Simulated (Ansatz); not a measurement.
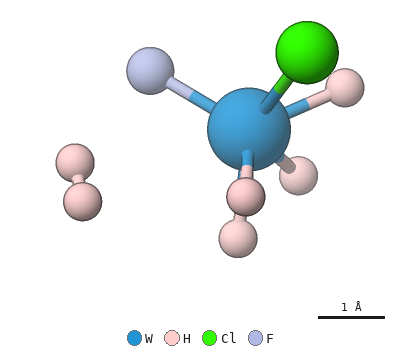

WH₆ClF, before the relaxation. The picture is a ball-and-stick view, seen from a free direction.

The run prepares an end point of a later path (reaction) calculation, from a guessed geometry.

All numbers below come from RKS PBE-D4/def2-SVP in Ansatz.

The input:
```yaml
crystal:
  periodic: [false, false, false]
  atoms:
    - { symbol: W, position_ang: [0.395969, 0.391867, -0.190951] }
    - { symbol: H, position_ang: [0.145188, 0.001843, 2.695906] }
    - { symbol: Cl, position_ang: [2.128406, -1.045469, -0.874377] }
    - { symbol: H, position_ang: [-0.917321, 1.043272, -1.046033] }
    - { symbol: H, position_ang: [-1.186796, 0.056302, 0.321837] }
    - { symbol: H, position_ang: [0.063036, -1.128889, 0.438305] }
    - { symbol: H, position_ang: [0.552333, 0.596464, -1.84833] }
    - { symbol: F, position_ang: [1.13479, 1.724805, 0.853477] }
    - { symbol: H, position_ang: [0.512395, 0.607906, 2.557065] }
basis:
  gaussian: { orbitals: def2-SVP }
hamiltonian:
  xc: pbe
  dispersion: d4
relax:
  f_tol: 0.03
  max_steps: 50
output:
  orbitals: {}
```

Run as
```bash
ansatz run input.yaml --threads 2 --pin off --max-ram 3072MiB --backend cpu --events-out ev --progress --plain --runs-dir out
```

Q: Where does the relaxation end?

A: The energy falls by 12.3 kJ/mol in 10 accepted moves (12 points after the start). Largest force component: 1.6 eV/Å at the start, 0.0044 eV/Å at the end. The line search rejected the trial steps at points 9, 11 of the run. The forces were under the threshold at step 5, but the run went on from there. H9 moves most after the best rigid fit: 0.56 Å. By element the largest moves are H 0.56 Å, F 0.27 Å, W 0.15 Å, Cl 0.02 Å. Among the contacts that change: W1–H9 2.759 → 3.441 Å, W1–H2 2.924 → 3.357 Å, H2–H9 0.722 → 0.769 Å, W1–F8 1.848 → 1.838 Å. Among the angles between lasting bonds that change: H6–W1–F8 121.4° → 119.2°.

The structure at the end:

```xyz
9

W     0.3878    0.4465   -0.3296
H     0.1976   -0.1881    2.9609
Cl    2.1279   -1.0351   -0.8911
H    -0.9266    1.0219   -1.2370
H    -1.1944    0.1618    0.2165
H     0.0640   -0.9983    0.4616
H     0.5383    0.5006   -2.0000
F     1.1121    1.8453    0.6173
H     0.5213    0.4936    3.1083
```

The end point in the same view:

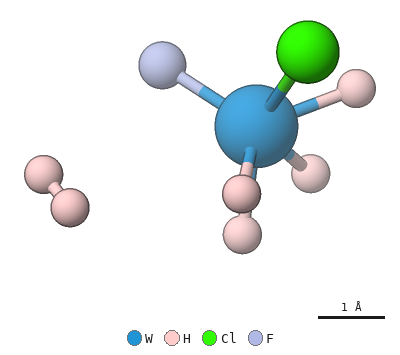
